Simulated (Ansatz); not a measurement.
# Ti2GaSe4, from a guessed structure to a relaxed one

This structure for Ti2GaSe4 is made up. Its elements were placed in a known structure type with a cell scaled to their sizes. What cell does the guess relax to, and how far off was it?

Calculated with Ansatz 0.2.0; DFT, r2SCAN, plane-wave PAW, files of the set soft_1, scalar-relativistic, no spin, cell and ions relaxed at zero pressure; PAW set soft_1, in the first sound run; inputs show where later runs differ.

## 1. Set-up

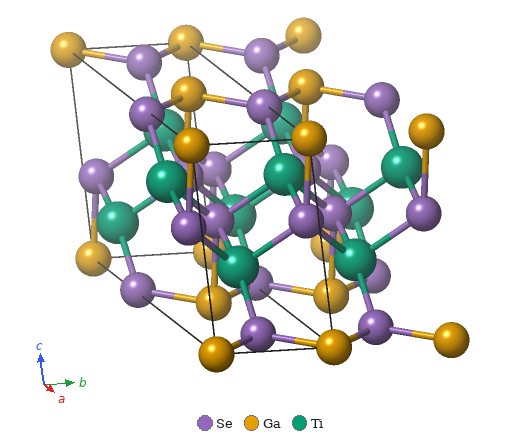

Start, viewed slightly off an axis; selenium purple, gallium orange, titanium teal. 1×2×1 cells are drawn. This picture shows the conventional cell, with its axes. Some periodic images of atoms are drawn too.

## 2. Relaxing cell and atoms

The guess takes its coordinates from another compound and its volume from a rule, so the cell and any free coordinates are relaxed together.

Input file input.yaml:

```yaml
crystal:
  lattice:
    - [6.811, -1.8155, 0.0]
    - [6.811, 1.8155, 0.0]
    - [-2.756425594, 0.0, 5.773778827]
  atoms:
    - { symbol: Se, position: [0.6338, 0.6338, 0.9826] }
    - { symbol: Se, position: [0.3662, 0.3662, 0.0174] }
    - { symbol: Se, position: [0.8859, 0.8859, 0.5538] }
    - { symbol: Se, position: [0.1141, 0.1141, 0.4462] }
    - { symbol: Ga, position: [0.0, 0.0, 0.0] }
    - { symbol: Ti, position: [0.7448, 0.7448, 0.7107] }
    - { symbol: Ti, position: [0.2552, 0.2552, 0.2893] }
kpoints:
  mp_grid: { grid: [8, 8, 5] }
scf:
  occupations: { method: fermi_dirac, width: 0.05 }
hamiltonian:
  xc: r2scan
  pseudopotentials: { kind: paw, azcp: { folder: soft_1 } }
relax:
  f_tol: 0.015
  max_steps: 70
  cell: {}
output:
  forces: true
  stress: true
```

Command:

```
$ ansatz run input.yaml --threads 4 --pin off --max-ram 10240MiB --backend cpu --events-out ev --progress --plain --runs-dir out
```

Numbers of over 12 decimals in the logs are rounded to 6 here.

What it wrote:

```text
Engine: ansatz 0.2.0, aarch64-unknown-linux-gnu
Pseudopotentials: kind: paw
Pseudopotential: Se, paw, valence charge 16, recommended cutoff 500 eV (meta_gga), soft_1/Se.paw.azcp
Pseudopotential: Ga, paw, valence charge 13, recommended cutoff 500 eV (meta_gga), soft_1/Ga.paw.azcp
Pseudopotential: Ti, paw, valence charge 12, recommended cutoff 500 eV (meta_gga), soft_1/Ti.paw.azcp
Functional definition: r2SCAN
  parameter k0 = 0.174
  parameter k1 = 0.065
  parameter a1 = 4.9479
  exchange = r2scan_x(k0 = k0, k1 = k1, a1 = a1)
  correlation = r2scan_c
Crystal: 7 atoms, lattice volume = 142.790 Å³
Basis set: ecut = 500 eV, 3637 PW (Γ), exchange–correlation on 216×216×192 points (64 copies of the dense FFT grid, shifted against one another)
Bands: 61, of which v1, the nominal top of the filled ones, is band 51 counted from 1 (50 counted from 0)
Symmetry: 4 space group operations
Space group: C2/m (ITA 12), of the structure as read, at distance tolerance 5.2e-5 Å
k-points: 93 of 320
Non-local potential: Se, projectors of the file, l = 0: 2, l = 1: 2, l = 2: 3, l = 3: 1
Non-local potential: Ga, projectors of the file, l = 0: 2, l = 1: 2, l = 2: 3, l = 3: 1
Non-local potential: Ti, projectors of the file, l = 0: 3, l = 1: 2, l = 2: 3, l = 3: 1
PAW form: soft (Blöchl's): semilocal exchange-correlation on the pseudo side does not see the compensation charge
PAW frozen core: Se, regenerated for the run's functional (the file was generated under x = pbe(κ = 0.804, μ = 0.219515), c = pbe(β = 0.066725))
PAW frozen core: Ga, regenerated for the run's functional (the file was generated under x = pbe(κ = 0.804, μ = 0.219515), c = pbe(β = 0.066725))
PAW frozen core: Ti, regenerated for the run's functional (the file was generated under x = pbe(κ = 0.804, μ = 0.219515), c = pbe(β = 0.066725))
PAW one-centre angular grid: Se, 590 points (default); XC on 160 Gauss nodes
PAW one-centre angular grid: Ga, 590 points (default); XC on 160 Gauss nodes
PAW one-centre angular grid: Ti, 590 points (default); XC on 160 Gauss nodes
Initial density: superposition of atomic densities (chi_scale 0.1, normalization cell, long waves kept (reshape's long-wave potential 0.05 eV rms))
Initial wavefunctions: pseudopotential atomic-orbital guess
Functional: x = r2scan, c = r2scan; τ floored in thin density (d = 2e-4 eV/Å³)
SCF iter   1: F=—  HF=-30723.686915 eV  |F-HF|=—  |Δ(HF+E_count)|=         —  Δρ=1.25e-1  dr2=5.58e1  dr2_τ=7.28e-1  ethr=3.10e-3  ⟨swp⟩=6.4  Hψ=19545  notcnv=0  defer=5
preconditioner: auto → LDOS  [metal: Δε(μ)=0.006 eV  Ē_g=9.435 eV  σ=0.050 eV  W_gap=0.03  n_scr=38 (ndim 8)  ℏωp=20.8 eV  f_vac=0.014  D(μ)=6.76/eV (n_scr^D=62)  β→1.0]
SCF iter   2: F=—  HF=-30718.911152 eV  |F-HF|=—  |Δ(HF+E_count)|=    4.78e0  Δρ=4.72e-2  dr2=5.67e0  dr2_τ=7.59e-1  ethr=3.10e-3  ⟨swp⟩=4.0  Hψ=12213  notcnv=0  defer=99
SCF iter   3: F=—  HF=-30718.350889 eV  |F-HF|=—  |Δ(HF+E_count)|=   5.60e-1  Δρ=1.23e-2  dr2=1.66e-1  dr2_τ=2.21e-2  ethr=3.10e-3  ⟨swp⟩=2.8  Hψ=9698  notcnv=0  defer=95
SCF iter   4: F=—  HF=-30718.338804 eV  |F-HF|=—  |Δ(HF+E_count)|=   1.21e-2  Δρ=5.15e-3  dr2=2.79e-2  dr2_τ=6.55e-4  ethr=1.64e-4  ⟨swp⟩=3.2  Hψ=11275  notcnv=0  defer=95
SCF iter   5: F=—  HF=-30718.340035 eV  |F-HF|=—  |Δ(HF+E_count)|=   1.23e-3  Δρ=2.17e-3  dr2=5.67e-3  dr2_τ=1.78e-4  ethr=2.77e-5  ⟨swp⟩=2.0  Hψ=8552  notcnv=0  defer=95
SCF iter   6: F=—  HF=-30718.340705 eV  |F-HF|=—  |Δ(HF+E_count)|=   6.69e-4  Δρ=9.48e-4  dr2=2.43e-3  dr2_τ=4.21e-5  ethr=5.62e-6  ⟨swp⟩=2.0  Hψ=7686  notcnv=0  defer=95
SCF iter   7: F=—  HF=-30718.340744 eV  |F-HF|=—  |Δ(HF+E_count)|=   3.95e-5  Δρ=2.84e-4  dr2=1.39e-4  dr2_τ=2.16e-6  ethr=2.40e-6  ⟨swp⟩=2.0  Hψ=7340  notcnv=0  defer=95
SCF iter   8: F=—  HF=-30718.340782 eV  |F-HF|=—  |Δ(HF+E_count)|=   3.79e-5  Δρ=6.72e-5  dr2=9.34e-6  dr2_τ=1.94e-7  ethr=1.37e-7  ⟨swp⟩=2.0  Hψ=8238  notcnv=0  defer=95
SCF iter   9: F=—  HF=-30718.340808 eV  |F-HF|=—  |Δ(HF+E_count)|=   2.58e-5  Δρ=2.24e-5  dr2=1.02e-6  dr2_τ=2.53e-8  ethr=9.25e-9  ⟨swp⟩=2.0  Hψ=10220  notcnv=0  defer=95
SCF iter  10: F=—  HF=-30718.340808 eV  |F-HF|=—  |Δ(HF+E_count)|=   1.73e-8  Δρ=8.78e-6  dr2=1.68e-7  dr2_τ=2.26e-9  ethr=1.01e-9  ⟨swp⟩=2.0  Hψ=9191  notcnv=0  defer=95
SCF iter  11: F=-30718.340808 eV  HF=-30718.340808 eV  |F-HF|=1.72e-8  |Δ(HF+E_count)|=   3.84e-8  Δρ=3.20e-6  dr2=2.31e-8  dr2_τ=6.86e-10  ethr=9.90e-11  ⟨swp⟩=4.0  Hψ=16749  notcnv=0
SCF 1 converged in 11 iterations: F = -30718.340808 eV  dr2 = 2.31e-8
  greatest PAW one-centre occupation: 1.000 electrons in one spin orbital (limit 2), on the Se atom at site 3 (counted from 0), in its partial waves of l = 2
relax step   1: F+E_penalty+E_count = -30718.34080760 eV  Δ(F+E_penalty+E_count) = +0.000e0 eV  max|allowed force component| = 8.372e-1 eV/Å  Δτ_max = 0.0000 Å  P = +0.586 GPa  Ω = 142.790 Å³  (11 SCF iters, dr2 threshold 1.00e-7 eV, accepted)
Crystal: 7 atoms, lattice volume = 140.297 Å³
Basis set: ecut = 500 eV, 3577 PW (Γ), exchange–correlation on 216×216×192 points (64 copies of the dense FFT grid, shifted against one another)
Initial density: handed on by an earlier stage of this run
Initial wavefunctions: those handed on with the density
iter 1 solved again at ethr=2.80e-4 eV; its pass at ethr=3.10e-3 eV (dr2=2.83e-1 eV) is discarded
SCF iter   1: F=—  HF=-30718.285202 eV  |F-HF|=—  |Δ(HF+E_count)|=         —  Δρ=1.48e-2  dr2=2.84e-1  dr2_τ=3.33e-1  ethr=2.80e-4  ⟨swp⟩=1.9  Hψ=25108  notcnv=0
preconditioner: auto → LDOS  [metal: Δε(μ)=0.008 eV  Ē_g=10.195 eV  σ=0.050 eV  W_gap=0.04  n_scr=38 (ndim 8)  ℏωp=21.0 eV  f_vac=0.026  D(μ)=4.52/eV (n_scr^D=38)  β→1.0]
SCF iter   2: F=—  HF=-30718.505807 eV  |F-HF|=—  |Δ(HF+E_count)|=   2.21e-1  Δρ=8.37e-3  dr2=1.67e-1  dr2_τ=2.92e-3  ethr=2.80e-4  ⟨swp⟩=3.1  Hψ=11899  notcnv=0
SCF iter   3: F=—  HF=-30718.469566 eV  |F-HF|=—  |Δ(HF+E_count)|=   3.62e-2  Δρ=1.65e-3  dr2=4.90e-3  dr2_τ=1.44e-4  ethr=1.65e-4  ⟨swp⟩=2.8  Hψ=8249  notcnv=0  defer=24
SCF iter   4: F=—  HF=-30718.469840 eV  |F-HF|=—  |Δ(HF+E_count)|=   2.75e-4  Δρ=6.61e-4  dr2=4.13e-4  dr2_τ=1.59e-5  ethr=4.85e-6  ⟨swp⟩=2.2  Hψ=9269  notcnv=0  defer=51
SCF iter   5: F=—  HF=-30718.470064 eV  |F-HF|=—  |Δ(HF+E_count)|=   2.24e-4  Δρ=2.38e-4  dr2=5.18e-5  dr2_τ=2.37e-6  ethr=4.09e-7  ⟨swp⟩=2.0  Hψ=8286  notcnv=0  defer=51
SCF iter   6: F=—  HF=-30718.470061 eV  |F-HF|=—  |Δ(HF+E_count)|=   2.70e-6  Δρ=4.84e-5  dr2=2.42e-6  dr2_τ=8.52e-8  ethr=5.13e-8  ⟨swp⟩=2.0  Hψ=9105  notcnv=0  defer=51
[...]
relax step   9: F+E_penalty+E_count = -30718.60124703 eV  Δ(F+E_penalty+E_count) = -6.140e-3 eV  max|allowed force component| = 1.011e-1 eV/Å  Δτ_max = 0.0454 Å  P = +0.093 GPa  Ω = 150.338 Å³  energy of the carried Pulay correction = -1.884e-3 eV  (7 SCF iters, dr2 threshold 1.69e-7 eV, accepted)
relax step  10: F+E_penalty+E_count = -30718.62935546 eV  Δ(F+E_penalty+E_count) = -2.811e-2 eV  max|allowed force component| = 2.449e-1 eV/Å  Δτ_max = 0.0563 Å  P = +0.115 GPa  Ω = 153.480 Å³  energy of the carried Pulay correction = -2.640e-3 eV  (7 SCF iters, dr2 threshold 7.00e-7 eV, accepted)
relax step  11: F+E_penalty+E_count = -30718.72975270 eV  Δ(F+E_penalty+E_count) = -1.004e-1 eV  max|allowed force component| = 3.945e-1 eV/Å  Δτ_max = 0.0613 Å  P = +0.133 GPa  Ω = 157.119 Å³  energy of the carried Pulay correction = -3.496e-3 eV  (7 SCF iters, dr2 threshold 7.00e-7 eV, accepted)
relax step  12: F+E_penalty+E_count = -30718.89938047 eV  Δ(F+E_penalty+E_count) = -1.696e-1 eV  max|allowed force component| = 3.915e-1 eV/Å  Δτ_max = 0.0798 Å  P = -0.007 GPa  Ω = 158.438 Å³  energy of the carried Pulay correction = -3.801e-3 eV  (7 SCF iters, dr2 threshold 7.00e-7 eV, accepted)
relax step  13: F+E_penalty+E_count = -30719.01974229 eV  Δ(F+E_penalty+E_count) = -1.204e-1 eV  max|allowed force component| = 1.086e-1 eV/Å  Δτ_max = 0.1015 Å  P = +0.303 GPa  Ω = 162.734 Å³  energy of the carried Pulay correction = -4.777e-3 eV  (7 SCF iters, dr2 threshold 7.00e-7 eV, accepted)
relax step  14: F+E_penalty+E_count = -30719.03661988 eV  Δ(F+E_penalty+E_count) = -1.688e-2 eV  max|allowed force component| = 5.217e-2 eV/Å  Δτ_max = 0.0325 Å  P = -0.175 GPa  Ω = 165.747 Å³  energy of the carried Pulay correction = -5.445e-3 eV  (6 SCF iters, dr2 threshold 7.00e-7 eV, accepted)
relax step  15: F+E_penalty+E_count = -30719.03767660 eV  Δ(F+E_penalty+E_count) = -1.057e-3 eV  max|allowed force component| = 3.772e-2 eV/Å  Δτ_max = 0.0090 Å  P = +0.108 GPa  Ω = 165.261 Å³  energy of the carried Pulay correction = -5.338e-3 eV  (6 SCF iters, dr2 threshold 2.47e-7 eV, accepted)
relax step  16: F+E_penalty+E_count = -30719.03807941 eV  Δ(F+E_penalty+E_count) = -4.028e-4 eV  max|allowed force component| = 4.938e-3 eV/Å  Δτ_max = 0.0035 Å  P = +0.005 GPa  Ω = 165.557 Å³  energy of the carried Pulay correction = -5.403e-3 eV  (6 SCF iters, dr2 threshold 9.43e-8 eV, accepted)
relax step  17: F+E_penalty+E_count = -30719.04620218 eV  Δ(F+E_penalty+E_count) = -8.123e-3 eV  max|allowed force component| = 4.867e-3 eV/Å  Δτ_max = 0.0000 Å  P = +0.023 GPa  Ω = 165.557 Å³  stress off target by 6.51e-2 GPa  SCF on the basis re-selected at this cell (its energy is not comparable with the rows above)  (8 SCF iters)
relax step  18: F+E_penalty+E_count = -30719.04621459 eV  Δ(F+E_penalty+E_count) = -1.240e-5 eV  max|allowed force component| = 6.237e-4 eV/Å  Δτ_max = 0.0020 Å  P = +0.001 GPa  Ω = 165.693 Å³  energy of the carried Pulay correction = -2.835e-5 eV  (6 SCF iters, dr2 threshold 1.06e-8 eV, accepted)
iter 1 solved again at ethr=1.05e-7 eV; its pass at ethr=3.10e-3 eV (dr2=1.06e-4 eV) is discarded
SCF iter   1: F=—  HF=-30719.046212 eV  |F-HF|=—  |Δ(HF+E_count)|=         —  Δρ=2.33e-5  dr2=1.75e-8  dr2_τ=3.40e-9  ethr=1.05e-7  ⟨swp⟩=3.9  Hψ=32680  notcnv=0
eigensolver tolerance schedule: the retry pair's looser diagonalisation over-reported the residual by 6062.16 of it (diagonalisation noise at 0.26 of the residual, at the tolerance the schedule requests for it); recorded, not acted on — ethr = c·dr2/N_el stays at c = 1.0e-1
preconditioner: auto → LDOS  [metal: Δε(μ)=0.010 eV  Ē_g=9.630 eV  σ=0.050 eV  W_gap=0.05  n_scr=42 (ndim 8)  ℏωp=19.4 eV  f_vac=0.125  D(μ)=3.85/eV (n_scr^D=22)  β→1.0]
SCF iter   2: F=—  HF=-30719.046244 eV  |F-HF|=—  |Δ(HF+E_count)|=   3.21e-5  Δρ=1.02e-6  dr2=3.91e-9  dr2_τ=1.13e-10  ethr=1.73e-11  ⟨swp⟩=3.0  Hψ=12745  notcnv=0
SCF iter   3: F=—  HF=-30719.046244 eV  |F-HF|=—  |Δ(HF+E_count)|=  7.20e-10  Δρ=6.13e-7  dr2=9.27e-10  dr2_τ=4.19e-11  ethr=3.87e-12  ⟨swp⟩=2.0  Hψ=10203  notcnv=0
SCF iter   4: F=—  HF=-30719.046244 eV  |F-HF|=—  |Δ(HF+E_count)|=  4.73e-11  Δρ=1.46e-7  dr2=9.90e-11  dr2_τ=7.42e-13  ethr=1.00e-12  ⟨swp⟩=2.0  Hψ=7700  notcnv=0
SCF iter   5: F=-30719.046244 eV  HF=-30719.046244 eV  |F-HF|=2.55e-11  |Δ(HF+E_count)|=  3.64e-12  Δρ=5.42e-8  dr2=3.03e-12  dr2_τ=9.94e-14  ethr=1.00e-12  ⟨swp⟩=4.0  Hψ=19907  notcnv=0
SCF 19 converged in 5 iterations: F = -30719.046244 eV  dr2 = 3.03e-12
relax step  19: F+E_penalty+E_count = -30719.04624422 eV  Δ(F+E_penalty+E_count) = -2.963e-5 eV  max|allowed force component| = 6.192e-4 eV/Å  Δτ_max = 0.0000 Å  P = +0.001 GPa  Ω = 165.693 Å³  stress off target by 5.62e-3 GPa  SCF on the basis re-selected at this cell (its energy is not comparable with the rows above)  (5 SCF iters)
basis re-selected at this cell: Δ(F+E_penalty+E_count) = -2.963e-5 eV, ΔP = +0.000 GPa vs the last step (what re-selecting the basis moved, of the pressure what is left beyond the Pulay correction that the steps carried, after the strain that the cell walked since its last selection, with what the two solves' SCF thresholds leave and, on support functions, any second-order correction that the steps lacked; it is no m [...]
SCF converged after 5 iterations
Free energy (F): -30719.046244 eV
Harris-Foulkes:  -30719.046244 eV  (|F-HF|=2.55e-11)
Internal energy: -30719.014785 eV  (E = F + TS)
E sigma→0 (E₀):  -30719.030515 eV
Entropy (-TS):   -0.031459 eV (-4.494 meV/atom)
Fermi energy:    8.326048 eV
--- Per-component energies (eV) ---
  E_band       = -2125.963928
  E_kinetic    = 1113.363026
  E_local      = -15794.061290  (includes V_loc(G=0)·N_el)
  E_nonlocal   = -1400.621428
  E_hartree    = 8116.052813
  E_xc         = -607.863948
  E_vxc        = -771.225083  (∫ρ·V_xc dr)
  E_paw        = -12657.561085  (= ΣΔE_a)
  E_vpaw       = -1548.829452  (= ΣTr[D̂ρ^β])
  E_aug_tail   = -0.000043  (compensation charges beyond the density's cutoff)
  E_vtau       = 43.304757  (kinetic-family band-sum trace: ∫τ·v_τ [+ j·A + Jᵃ·Aᵃ] dr)
  E_ewald      = -9480.103813
  E_core_change = -8.219018  (= ΣΔE_core)
  E_smearing   = -0.031459  (= −TS)
  E_closure    = 0.000000  (closes the sum)
  Σ components = -30719.046244   (vs F -30719.046244, Δ=0.00e0)
--- Forces (eV/Å), atoms counted from 1 ---
  atom   1  Se     0.00055699     0.00000000    -0.00061302
  atom   2  Se    -0.00055699     0.00000000     0.00061302
  atom   3  Se     0.00010196     0.00000000    -0.00038554
  atom   4  Se    -0.00010196     0.00000000     0.00038554
  atom   5  Ga     0.00000000     0.00000000     0.00000000
  atom   6  Ti     0.00037478     0.00000000    -0.00061925
  atom   7  Ti    -0.00037478     0.00000000     0.00061925
  max |Σ_I F_I| component: 0.00e0 eV/Å
--- Stress (GPa, compression-positive) ---
        0.004951       0.000000      -0.001812
        0.000000      -0.001414       0.000000
       -0.001812       0.000000       0.000703
  P = ⅓ Tr σ = 0.0014 GPa (0.014 kbar)
--- Relaxed structure (17 steps of the walk, 16 accepted, 2 SCFs on fresh bases) ---
  F+E_penalty+E_count = -30719.04624422 eV   max|allowed force component| = 6.192e-4 eV/Å   (the final SCF, on the basis selected at the relaxed cell)
  cell:  # Å, volume = 165.6931 Å³
    - [8.045445, -1.794164, 0.543464]
    - [8.045445, 1.794164, 0.543464]
    - [-2.795306, -4.957243719048687e-17, 5.550524]
  atoms:
    - { symbol: Se, position: [0.648684, 0.648684, 0.982241] }
    - { symbol: Se, position: [0.351316, 0.351316, 0.017759] }
    - { symbol: Se, position: [0.854583, 0.854583, 0.523366] }
    - { symbol: Se, position: [0.145417, 0.145417, 0.476634] }
    - { symbol: Ga, position: [2.2041742494505385e-19, 2.2041742494505366e-19, 7.296607640265929e-19] }
    - { symbol: Ti, position: [0.747146, 0.747146, 0.741345] }
    - { symbol: Ti, position: [0.252854, 0.252854, 0.258655] }
```

Run time: 7.3 min. Hardware: 4 threads of Arm Neoverse V2, shared host; peak memory 1.9 GiB; 29 min of CPU time.

The steps of the relaxation:

```
step  energy less that of the first step (eV)  largest force component (eV/Å)  pressure (GPa)  volume (Å³)
   1                                   0.0000                          0.8372            0.59       142.79
   2                                  -0.1293                          0.6232            1.64       140.30
   3                                  -0.2216                          0.1781            0.32       144.19
   4                                  -0.2352                          0.2499           -0.24       145.49
   5                                  -0.2423                          0.1244            0.44       147.07
   6                                  -0.2399                          0.1778           -0.56       149.06
   7                                  -0.2523                          0.0245            0.02       148.08
   8                                  -0.2543                          0.0520            0.02       148.63
   9                                  -0.2604                          0.1011            0.09       150.34
  10                                  -0.2885                          0.2449            0.11       153.48
  11                                  -0.3889                          0.3945            0.13       157.12
  12                                  -0.5586                          0.3915           -0.01       158.44
  13                                  -0.6789                          0.1086            0.30       162.73
  14                                  -0.6958                          0.0522           -0.18       165.75
  15                                  -0.6969                          0.0377            0.11       165.26
  16                                  -0.6973                          0.0049            0.01       165.56
 17*                                  -0.7054                          0.0049            0.02       165.56
  18                                  -0.7054                          0.0006            0.00       165.69
 19*                                  -0.7054                          0.0006            0.00       165.69
```

Relaxation steps marked * repeat the geometry before them on a plane-wave basis chosen anew for their cell, so energy and pressure can jump there. Relaxation step 6 was tried and not accepted.

The run keeps the 4 symmetry operations that it works with, so distortions that break them were not tested.

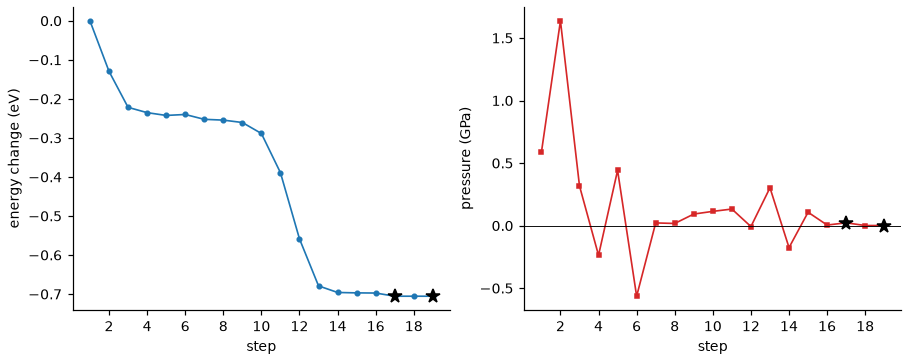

Energy and pressure along the relaxation. Stars mark steps on a basis chosen anew.

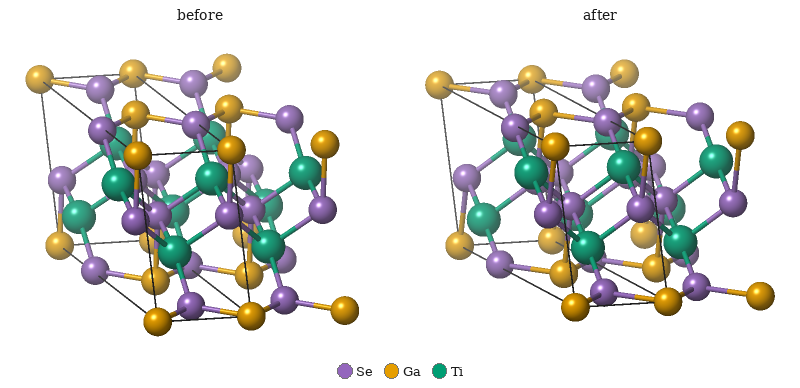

The structure before and after the relaxation, drawn at the same scale.

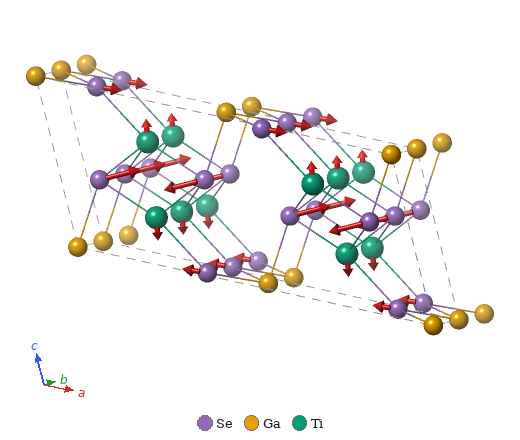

Displacements in the relaxation, exaggerated, measured against the changing cell; the longest in the cell stands for 0.47 Å. 1×2×1 conventional cells are drawn. Some periodic images of atoms are drawn too.

```
     cell as run  before   after   change
           a (Å)   7.049   8.261  +17.2 %
           b (Å)   7.049   8.261  +17.2 %
           c (Å)   6.398   6.215   -2.9 %
           α (°)  114.60  112.29   -2.0 %
           β (°)  114.60  112.29   -2.0 %
           γ (°)   29.85   25.09  -16.0 %
volume (Å³/atom)   20.40   23.67  +16.0 %
```

The atoms that moved most (Å, as changes of fractional coordinates times the final cell):

```
atom      dx     dy      dz  length
 Se3  -0.419  0.000  -0.203   0.465
 Se4   0.419  0.000   0.203   0.465
 Se1   0.241  0.000   0.014   0.241
 Se2  -0.241  0.000  -0.014   0.241
 Ti7   0.048  0.000  -0.173   0.179
 Ti6  -0.048  0.000   0.173   0.179
```

This step gave:

* free energy: -30719.0462 eV
* energy at zero smearing: -30719.0305 eV
* smearing term TS: 0.03146 eV
* Fermi energy: 8.326 eV
* electrons: 101
* symmetry operations: 4
* pressure: 0.001414 GPa

The shortest distance of each pair, which need not be the same contact before and after:

```
 pair  guess (Å)  relaxed (Å)
Se–Ti      2.523        2.553
Ga–Se      2.597        2.979
Ti–Ti      3.304        3.527
Se–Se      3.461        3.576
Ga–Ga      3.631        3.588
```

The relaxation ends with a largest force component of 6.2e-4 eV/Å and a pressure of 0.00 GPa.

[end of part 1 of 2]

[Logs are printed without paths, hosts, clocks, repeated set-up lines and the standing remarks that a program may print on its own settings, such as how far it seeks lower states.]

[Hosts, paths, dates, database ids (printed as entryN), source tags and the programs' standing remarks are cut or masked in the printed files.]
